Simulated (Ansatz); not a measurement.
# InB2 (built on the sites of a database entry of YAl2): a soft mode frozen in, part 3 of 3

Aim: this structure of InB2 (built on the sites of a database entry of YAl2) is to be tested for unstable modes, and one is followed downhill.

Ansatz 0.2.0; DFT PBEsol, scalar-relativistic, plane waves, norm-conserving pseudopotentials.

So far. Step 4 (The mode frozen in, largest atomic shift 0.6 Å): The run ends at a pressure of 5.31 GPa, with forces up to 2.1 eV/Å. Step 5 (Energy along the mode, all amplitudes (two of the runs …): The lowest of the steps tried is the last one, at 0.6 Å, 442 meV/atom below the parent; the bottom of the well need not coincide with a step.

The structure was built from a prototype and need not be the compound's stable phase.

## Step 7: The new phase in its own primitive cell

The relaxed structure is symmetrised, reduced to its primitive cell and relaxed tightly, as its phonons need.

System of this step: InB2 (built on the sites of a database entry of YAl2). Symmetry: P4/mmm, No. 123, tetragonal system. Conventional cell: a = 3.598 Å, b = 3.598 Å, c = 3.159 Å, α = 90.00°, β = 90.00°, γ = 90.00°. Nearest to In lie 4 B at 2.54 Å. Nearest to B lie 2 B at 1.58 Å and 4 In at 2.54 Å. Nearest to B lie 2 B at 1.58 Å. Farther neighbours are not listed.

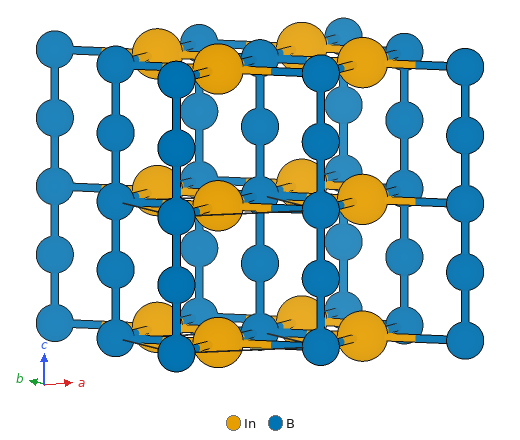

The cell of this step (indium orange, boron blue). 2×2×2 cells are drawn. Some periodic images of atoms are drawn too.

input.yaml reads:

```yaml
crystal:
  lattice:
    - [3.5982670292, 0.0, 0.0]
    - [0.0, 3.5982670292, 0.0]
    - [0.0, 0.0, 3.158962206]
  atoms:
    - { symbol: In, position: [0.5, 0.5, 0.0] }
    - { symbol: B, position: [0.0, 0.0, 0.0] }
    - { symbol: B, position: [0.0, 0.0, 0.5] }
kpoints:
  mp_grid: { grid: [12, 12, 14] }
hamiltonian:
  xc: pbesol
  pseudopotentials: { kind: nc }
scf:
  occupations: { method: methfessel_paxton, width: 0.2 }
output:
  forces: true
  stress: true
  eigenvalues: true
relax:
  adjacent_minimum: "off"
  f_tol: 0.001
  max_steps: 60
  cell: { stress_tol: 0.01 }
```

On the command line:

```console
$ ansatz run input.yaml --threads 8 --pin off --max-ram 14336MiB --backend cpu --events-out ev --progress --plain --runs-dir out
```

Numbers of over 12 decimals in the logs are rounded to 6 here.

The log of the run:

```text
[...]
Crystal: 3 atoms, lattice volume = 40.901 Å³
Basis set: ecut = 1034.032677 eV, 3117 PW (Γ), exchange–correlation on 80×80×72 points (8 copies of the dense FFT grid, shifted against one another)
Bands: 14, of which v1, the nominal top of the filled ones, is band 10 counted from 1 (9 counted from 0)
Symmetry: 16 space group operations
[...]
k-points: 224 of 2016
[...]
k-point 223: bands = [... 6 lower, 3.0712, 7.0776, 7.0776, 8.8753, 9.2975, 9.2975, 9.8077, 22.0573]
--- Relaxed structure (3 steps of the walk, 3 accepted, 1 SCFs on fresh bases) ---
[...]
cell:  # Å, volume = 40.9359 Å³
    - [3.600545, 0, 0.0]
    - [0, 3.600545, 0.0]
    - [0.0, 0.0, 3.157675]
  atoms:
    - { symbol: In, position: [0.500000, 0.500000, 0.0] }
    - { symbol: B, position: [0, 0.0, 0.0] }
    - { symbol: B, position: [0, 0, 0.500000] }
[key lines of the parts left out:]
SCF converged after 5 iterations
Free energy (F): -1962.195984 eV
Fermi energy:    9.956940 eV
P = ⅓ Tr σ = 0.0042 GPa (0.042 kbar)
```

Wall time 8.5 s (8 threads of Intel Xeon Platinum 8488C (Sapphire Rapids), shared host); peak memory 0.79 GiB.

Little changed from the start: no atom moved by 0.005 Å and no cell edge by 0.1 %.

This step gave:

```
pressure        : 0.004215 GPa
volume per atom : 13.65 Å³
```

The forces vanish by symmetry and the pressure is 0.004 GPa, within the tolerances set. The cell now holds 13.65 Å³/atom.

## Step 8: Modes of the new phase, k-mesh 12×12×14

A relaxed structure may still be a saddle point, so its zone-centre modes are computed. No field response is asked, since the mesh shows no gap.

input.yaml, the sections that differ from step 7:

```yaml
crystal:
  lattice:
    - [3.6005447919, 0.0, 0.0]
    - [0.0, 3.6005447919, 0.0]
    - [0.0, 0.0, 3.1576752149]
  atoms:
    - { symbol: In, position: [0.5, 0.5, 0.0] }
    - { symbol: B, position: [0.0, 0.0, 0.0] }
    - { symbol: B, position: [0.0, 0.0, 0.5] }
output:
  eigenvalues: true
phonons:
  method: dfpt
# kpoints, hamiltonian, scf: as in step 7
# relax: removed
```

The log of the run:

```text
zone centre: on kpoints.mp_grid the ground state, and the responses unless they are solved on pairs of k-points, stand on 392 of the mesh's 2016 k-points, reduced under 8 symmetry operations, with k and −k counted as one. Each operation leaves every solved displacement unchanged or reverses it
[...]
Crystal: 3 atoms, lattice volume = 40.936 Å³
Basis set: ecut = 1034.032677 eV, 3117 PW (Γ), exchange–correlation on 80×80×72 points (8 copies of the dense FFT grid, shifted against one another)
Bands: 14, of which v1, the nominal top of the filled ones, is band 10 counted from 1 (9 counted from 0)
Symmetry: 16 space group operations
k-points: 392 of 2016 (irreducible under 8 space group operations)
[...]
SCF iter   1: F=—  HF=-1964.238896 eV  |F-HF|=—  |Δ(HF+E_count)|=         —  Δρ=8.86e-2  dr2=6.00e0  ethr=3.10e-3  ⟨swp⟩=6.4  Hψ=33200  notcnv=0
[...]
SCF iter  10: F=-1962.195984 eV  HF=-1962.195984 eV  |F-HF|=2.27e-13  |Δ(HF+E_count)|=  1.86e-11  S|Δr|=    0.00e0  Δρ=4.87e-8  dr2=4.89e-13  ethr=1.00e-12  ⟨swp⟩=13.6  Hψ=47092  notcnv=0
SCF 1 converged in 10 iterations: F = -1962.195984 eV  dr2 = 4.89e-13
[...]
SCF converged after 10 iterations
[...]
Free energy (F): -1962.195984 eV
[...]
Internal energy: -1962.195985 eV  (E = F + TS)
E sigma→0 (E₀):  -1962.195984 eV
Entropy (-TS):   0.000002 eV (0.001 meV/atom)
Fermi energy:    9.956940 eV
[...]
--- Band table (eV; the first three rows and the last of 392) ---
  k-point 0: bands = [... 6 lower, 5.7215, 7.0234, 7.0234, 8.1217, 14.5854, 14.9476, 18.3994, 18.3994]
  k-point 1: bands = [... 6 lower, 5.5324, 7.1020, 7.1020, 8.1801, 14.5618, 15.0120, 18.0406, 18.0406]
  k-point 2: bands = [... 6 lower, 5.0211, 7.3360, 7.3360, 8.3427, 14.3792, 15.2060, 17.0477, 17.0477]
  k-point 391: bands = [... 6 lower, 3.0712, 7.0776, 7.0776, 8.8753, 9.2975, 9.2975, 9.8077, 22.0573]
[...]
ASR residual: 1.195e-4 → 0.000e0 eV/Å²; symmetrization residual: 1.997e-6 eV/Å²
  ASR residual per site (eV/Å²): 1.19e-4 8.14e-6 8.88e-6
  Γ frequencies (cm⁻¹): -28.27 0.00 0.00 0.00 143.99 143.99 303.42 303.42 1429.97
[...]
```

The job ended after 32 s (8 threads; peak memory 2.1 GiB).

This step gave:

- sum-rule residual before enforcement: 1.19e-4 eV/Å²
- point group: 4/mmm
- highest optical mode at the zone centre (no LO-TO term): 1430 cm⁻¹
- lowest optical zone-centre mode: -28.27 cm⁻¹

Patterns of degenerate modes are one choice out of their space. Modes at Γ, with each element's share of the kinetic energy (negative means imaginary):

| mode | frequency (cm⁻¹) | symmetry | In % | B % |
| --- | --- | --- | --- | --- |
| 1 | -28.3 | A2u | 16 | 84 |
| 2 | 0.0 | acoustic | 84 | 16 |
| 3 | 0.0 | acoustic | 84 | 16 |
| 4 | 0.0 | acoustic | 84 | 16 |
| 5 | 144.0 | Eu | 9 | 91 |
| 6 | 144.0 | Eu | 9 | 91 |
| 7 | 303.4 | Eu | 7 | 93 |
| 8 | 303.4 | Eu | 7 | 93 |
| 9 | 1430.0 | A2u | 0 | 100 |

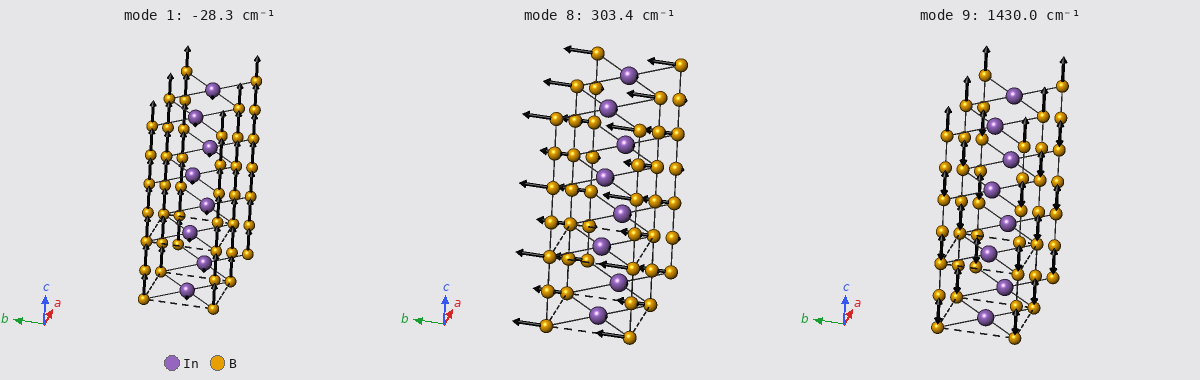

Displacement patterns of modes 1, 8 and 9 at Γ; arrows are exaggerated. 2×1×3 cells are drawn. Some periodic images of atoms are drawn too.

Before it was imposed, the acoustic sum rule was missed by 1.2e-4 eV/Å². Small misses are needed for a sound result but don't prove that mesh and cutoff are converged. The lowest optical mode is imaginary, 28.3i cm⁻¹, so the energy falls along it.

## Step 9: Outcome

```json
{"unstable mode of the parent": "q = (0, 0, 0), 512i cm⁻¹", "depth at the lowest point sampled": "442 meV/atom", "largest atomic shift at that point": "0.6 Å", "space group reached (within 0.01 Å)": "P4/mmm", "energy gained over the parent (first relaxation, on the mesh of the frozen mode)": "1147 meV/atom", "volume per atom, phase reached": "13.6 Å³", "lowest optical zone-centre mode, phase reached": "-28.3 cm⁻¹", "highest optical mode at the zone centre (no LO-TO term), phase reached": "1430 cm⁻¹"}
```

Along this mode the structure falls into P4/mmm, 1147 meV/atom below the parent. At the parent's cell the well is 442.5 meV/atom deep on the steps tried, with its lowest point at a shift of 0.6 Å. That is the last step tried, so the steps alone don't bracket the bottom of the well. Relaxing atoms and cell changes the gain by +704.18 meV/atom against the lowest step (energies at zero smearing). Most of the total comes from this relaxation. The new phase still has an imaginary mode at the zone centre of its cell, so it is a saddle point on the way to a lower structure. Of the 4 patterns followed to their end from this parent, this one reaches the lowest energy. Each path keeps the symmetry of its pattern, so a lower phase may lie along a pattern not tried. With no gap, or one that is small against the smearing, the frequencies hang on the k mesh and the smearing, most of all near Kohn anomalies. The starting cell was built on a prototype and not taken from a measurement, so the phase need not exist.

[Logs are printed without paths, hosts, clocks, repeated set-up lines and the standing remarks that a program may print on its own settings, such as how far it seeks lower states.]

[Hosts, paths, dates, database ids (printed as entryN), source tags and the programs' standing remarks are cut or masked in the printed files.]
